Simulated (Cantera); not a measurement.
Charge: 1 mol Si, a varied amount of NF3, 5.4 mol Cl2, equilibrated at 923 K and 25.0 mbar.

Cantera equilibrium calculation (NASA polynomials, part measured and part estimated; ideal gas, pure solids and liquids). Candidate condensed phases: Si, Si3N4; 24 gas species. The numbers say what is thermodynamically allowed, not how fast it happens.

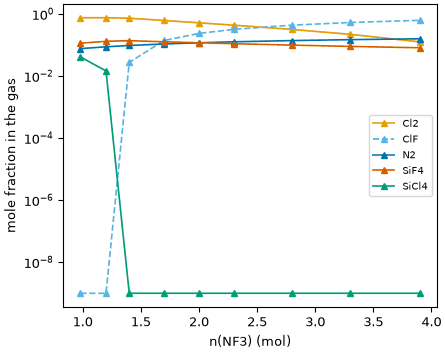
Figure. Equilibrium gas composition (values under 1e-9 drawn at 1e-9)

Problem. Read off the mole fractions at 3.3 mol NF3.

Solution. ClF about 0.54, Cl2 about 0.22, N2 about 0.15, SiF4 about 0.091.
